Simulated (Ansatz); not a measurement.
These are PBE (plane waves to 420 eV, PAW; Ansatz, an electronic-structure program) values and carry that method's errors.

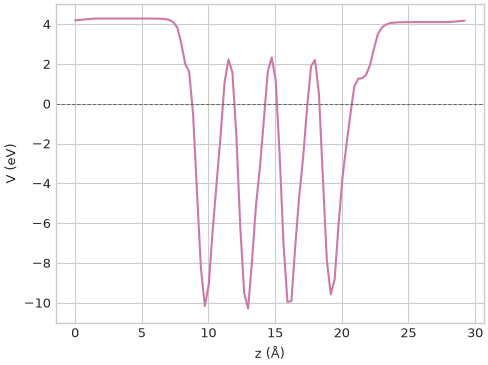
*Planar average of the electrostatic potential across the slab, in eV from the highest filled level, for a constructed model of the (111)A surface of zinc-blende GaP, Ga-terminated, 2x2 In adatom at H3 (bottom of the slab: 3 H on 4 bottom sites)*

Set-up: 36 atoms, 13.3 Å thick at the start with caps and adatoms (thin: gaps and levels are the slab's own); mesh 3x3x1; 0.025 eV smearing; dipole correction on; 8 atoms held, the rest relaxed; start symmetry kept, larger cells not searched; no spin, no spin-orbit, no U. In PBE it is, or lies within 0.01 eV a 1x1 cell of, the lowest of the 2 structures of its composition computed so far; subsurface sites and larger cells were not tried.

The vacuum level lies 4.11 eV above the highest filled level over the top face and 4.28 eV above it under the bottom face.
